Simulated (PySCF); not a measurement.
```yaml
atoms:
  - { symbol: C, position_ang: [3.5519, -0.4623, -0.6232] }
  - { symbol: C, position_ang: [2.3216, -0.3646, -0.1208] }
  - { symbol: C, position_ang: [1.1868, 0.0142, -0.9203] }
  - { symbol: C, position_ang: [-0.0932, 0.1420, -0.5143] }
  - { symbol: C, position_ang: [-0.5677, -0.0820, 0.8207] }
  - { symbol: C, position_ang: [-1.8322, 0.0349, 1.2531] }
  - { symbol: C, position_ang: [-3.0033, 0.4229, 0.4282] }
  - { symbol: Cl, position_ang: [-3.2761, -0.7291, -0.9184] }
  - { symbol: Cl, position_ang: [-4.4816, 0.4481, 1.4143] }
  - { symbol: Cl, position_ang: [-2.8021, 2.0576, -0.2808] }
  - { symbol: H, position_ang: [3.7535, -0.2607, -1.6624] }
  - { symbol: H, position_ang: [4.3951, -0.7464, -0.0178] }
  - { symbol: H, position_ang: [2.1583, -0.5756, 0.9261] }
  - { symbol: H, position_ang: [1.4087, 0.2139, -1.9613] }
  - { symbol: H, position_ang: [-0.8282, 0.4365, -1.2477] }
  - { symbol: H, position_ang: [0.1655, -0.3756, 1.5581] }
  - { symbol: H, position_ang: [-2.0640, -0.1618, 2.2888] }
```

Geometry: GFN2-xTB.

Theory: PySCF 2.14.0, PBE0/pcSseg-1, SCF density, gas phase, non-relativistic.

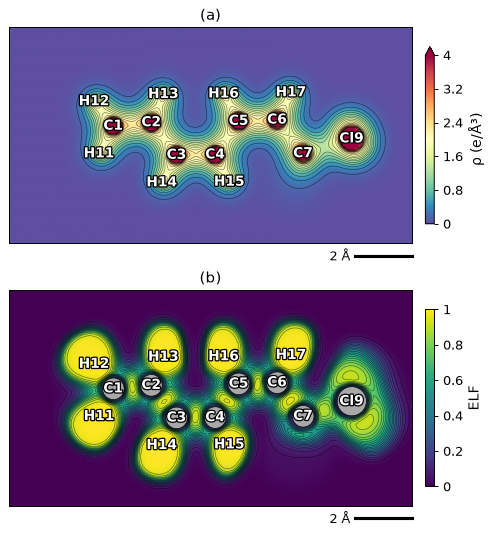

C₇H₇Cl₃ (SMILES C=C/C=C\C=C/C(Cl)(Cl)Cl). (a) total electron density; (b) ELF on the plane of atoms C2, C1 and H12. Grey discs cover the atomic cores in the ELF map.

**What do the fields say about this system?**

The section cuts through C, Cl and H sites.
C–C (1.33 Å): the density is about 2.3 e/Å³ at the midpoint; the ELF peaks at about 0.95 between the atoms: a multiple bond.
C–Cl (1.78 Å): ρ at the midpoint is about 1.4 e/Å³; the ELF peaks at about 0.90 between the atoms; a shared electron pair.
C–H (1.08 Å): ρ at the midpoint is about 2 e/Å³; the ELF climbs to about 1 towards the hydrogen, as it does in any bond to H (an ordinary covalent bond to hydrogen).
C–C (1.43 Å): ρ is about 1.9 e/Å³ halfway; the ELF peaks at about 0.95 between the atoms; a covalent bond.
C–C (1.48 Å): ρ at the midpoint is about 1.8 e/Å³; the ELF peaks at about 0.95 between the atoms: a shared electron pair.
The ELF also peaks beside Cl9, away from the bonds: lone-pair regions.
